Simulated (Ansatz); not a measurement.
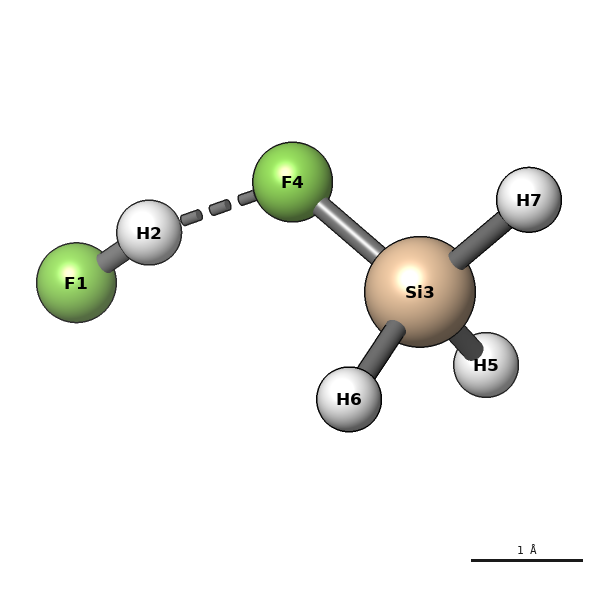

Two molecules or ions; the broken line marks their closest contact (measured against van der Waals radii). Geometry: a pair of rigid molecules at a changed separation. Program: Ansatz 0.2.0.

> Which two species are they?

HF and FH3Si (`F.F[SiH3]`).

> How long is the contact?

H2···F4 is 1.62 Å.

Give the counterpoise-corrected interaction energy (kcal/mol, monomers kept as in the pair) with RHF-CCSD(T) (frozen core)/def2-TZVPPD; ωB97M-V/def2-TZVPPD; B3LYP-D4/def2-TZVPPD; PBE-D4/def2-TZVPPD; PBE0-D4/def2-TZVPPD; r2SCAN-D4/def2-TZVPPD.

```json
{"level": "RHF-CCSD(T) (frozen core)/def2-TZVPPD", "interaction energy (kcal/mol)": "−3.5"}
{"level": "ωB97M-V/def2-TZVPPD", "interaction energy (kcal/mol)": "−3.9"}
{"level": "B3LYP-D4/def2-TZVPPD", "interaction energy (kcal/mol)": "−4.3"}
{"level": "PBE-D4/def2-TZVPPD", "interaction energy (kcal/mol)": "−4.0"}
{"level": "PBE0-D4/def2-TZVPPD", "interaction energy (kcal/mol)": "−4.3"}
{"level": "r2SCAN-D4/def2-TZVPPD", "interaction energy (kcal/mol)": "−4.4"}
```
